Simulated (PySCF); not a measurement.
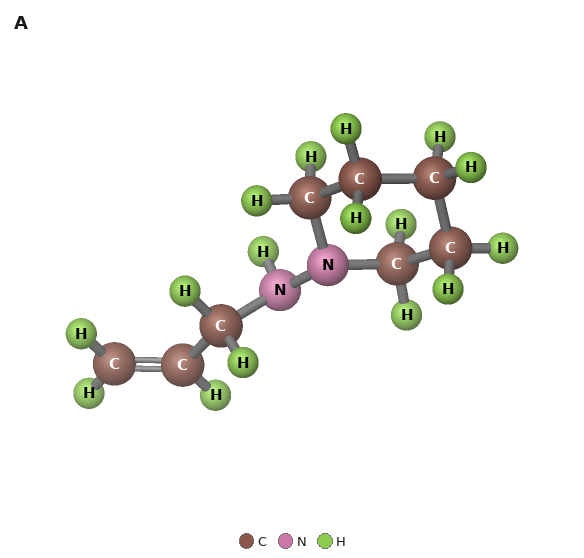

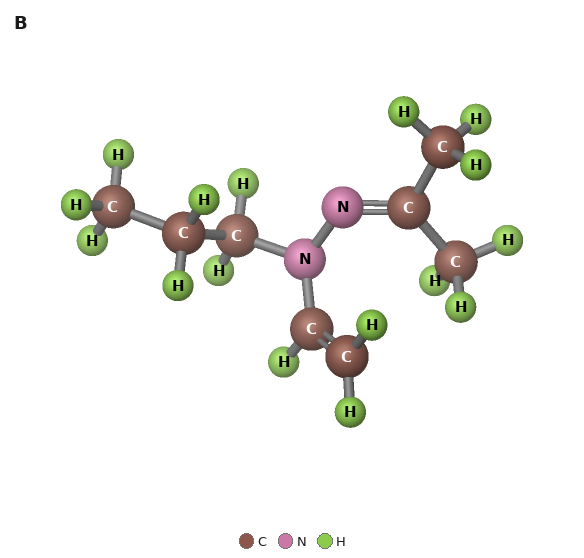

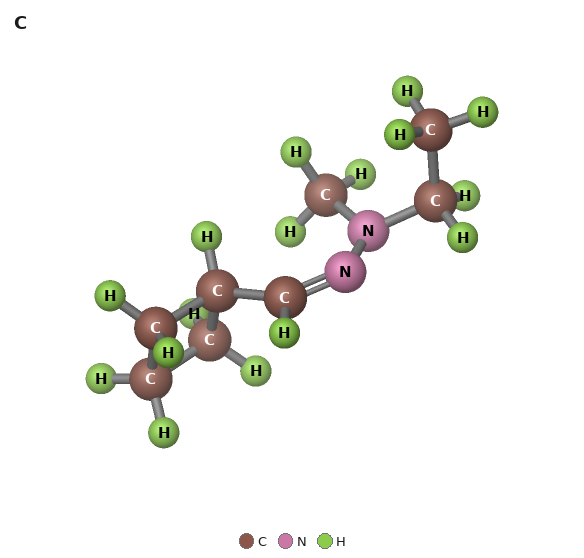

3 stationary structures of one formula. Geometries: GFN2-xTB. Electronic energies: PBE0/pcSseg-1 (PySCF 2.14.0), without zero-point energy. No frequency run is at hand to confirm each as a minimum. Each is one conformer, not always the lowest.

How are they related?

Answer. They are constitutional isomers of C8H16N2: A `C=CCNN1CCCCC1`, B `C=CN(CCC)N=C(C)C`, C `CCN(C)/N=C\C1CCC1`.

Rank them by energy, lowest first.

Answer. A is lowest; B lies 17.0 kJ/mol above it, C lies 72.4 kJ/mol above it.
